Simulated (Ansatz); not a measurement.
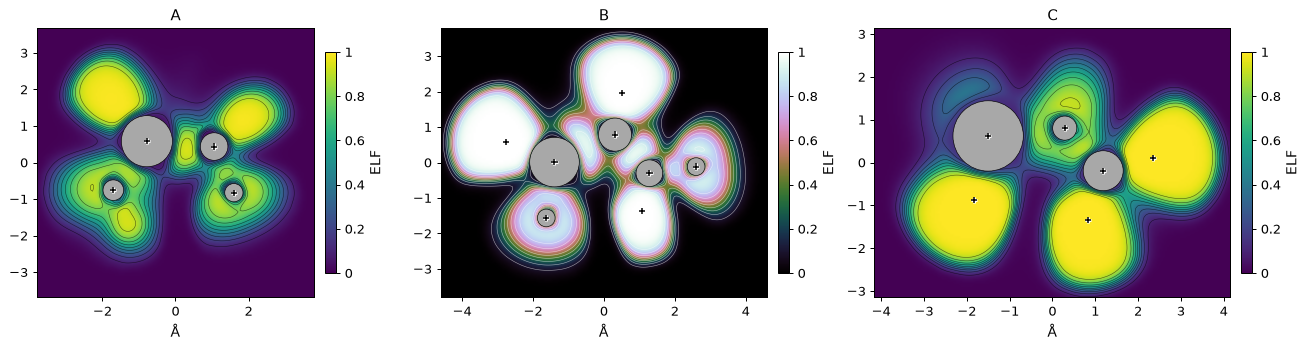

The electron localisation function of 3 systems, each on a plane through atoms (crosses mark nuclei in the plane; grey discs cover the cores).

All numbers below come from RKS PBE0-D4/def2-TZVPP (Ansatz 0.2.0).

System 1: CH₃FOSSi (SMILES O[SiH]1SC1F), the plane of atoms Si2, C4 and F5. Geometry: PBE0-D4/def2-TZVP.

| atom | x (Å) | y (Å) | z (Å) |
| --- | --- | --- | --- |
| O | -0.0098 | 1.7557 | 0.7268 |
| Si | 0.6951 | 0.4129 | 0.1372 |
| S | 0.3945 | -1.4633 | 0.9936 |
| C | -0.3422 | -0.9109 | -0.6222 |
| F | -1.7056 | -0.7530 | -0.5860 |
| H | -0.8891 | 1.6605 | 1.1017 |
| H | 2.0225 | 0.8052 | -0.3597 |
| H | -0.0732 | -1.5642 | -1.4472 |

System 2: BGeH₅O, the plane of atoms H4, B1 and H5. Geometry: PBE0-D4/def2-TZVP.

```xyz
8

B    -0.6918    0.9524   -1.0378
O     0.3819    0.7126   -0.2716
Ge    0.6255   -0.7079    0.8027
H    -1.6232    0.1838   -1.0571
H    -0.6953    1.9536   -1.7014
H     0.8193   -0.1403    2.2132
H     1.8921   -1.4067    0.2962
H    -0.6163   -1.6046    0.7000
```

System 3: CH₃BF₂Si, the molecular plane. Geometry: PBE0-D4/def2-TZVP.

```xyz
8

F     0.3939    1.6479    1.9673
C    -0.0130    0.9217    0.9286
B     0.7600   -0.1728    0.3554
Si   -0.2358   -0.8711   -1.0707
F    -1.6578   -0.2933   -1.4947
H    -0.9882    1.2801    0.5995
H     1.8244   -0.5898    0.6883
H     0.0087   -1.9798   -2.0295
```

Q: Match each panel to its system.

A: Panel A is system 1, CH₃FOSSi: the plane holds O, Si, C and F. C–F (1.37 Å): the ELF peaks at about 0.85 between the atoms (a polar covalent bond). Panel B is system 3, CH₃BF₂Si: the plane holds F, C, B, Si and H. C–F (1.33 Å): the ELF peaks at about 0.85 between the atoms: a shared but strongly polarised pair. Panel C is system 2, BGeH₅O: the plane holds B, O, Ge and H. B–O (1.34 Å): the ELF peaks at about 0.90 between the atoms, as expected for a short, strongly polar bond.
